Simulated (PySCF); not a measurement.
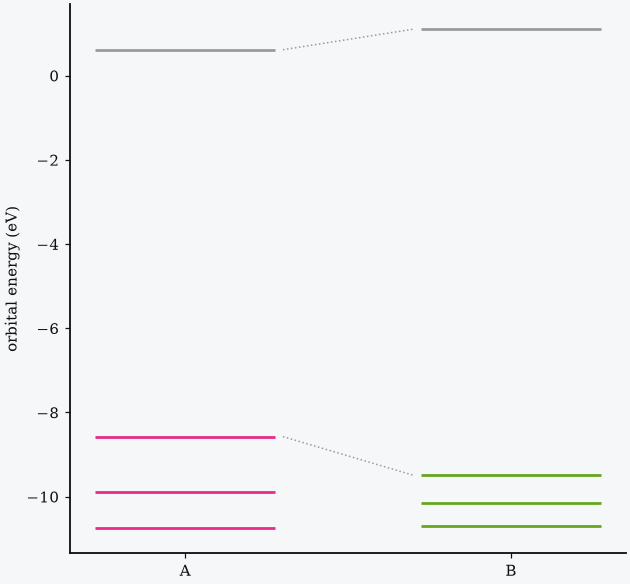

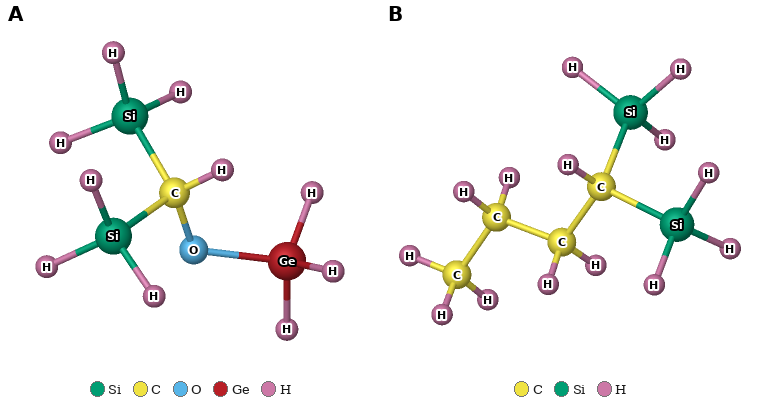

Related molecules: A is CH₁₀GeOSi₂, SMILES [SiH3]C([SiH3])[O][GeH3], singlet; B is C₄H₁₄Si₂, SMILES CCCC([SiH3])[SiH3]. Frontier orbital energies, CAM-B3LYP/def2-SVPD with PySCF, at a PBE0-D3(BJ)/def2-SVP geometry (no frequency check); drawn are at most three filled levels and, in grey, the LUMO with any level within 0.03 eV of it; dotted lines join the HOMOs and the LUMOs.

### What does the change do to the frontier levels?

From A to B the HOMO falls by 0.92 eV and the LUMO rises by 0.49 eV, so the separation goes from 9.19 to 10.59 eV.

### Does the ΔSCF ionisation energy follow the HOMO?

A: −ε(HOMO) 8.57, ΔSCF 9.10 eV; B: −ε(HOMO) 9.49, ΔSCF 10.07 eV.

Limits of at least one run: empty levels above zero depend strongly on the basis; one conformer of a flexible molecule.
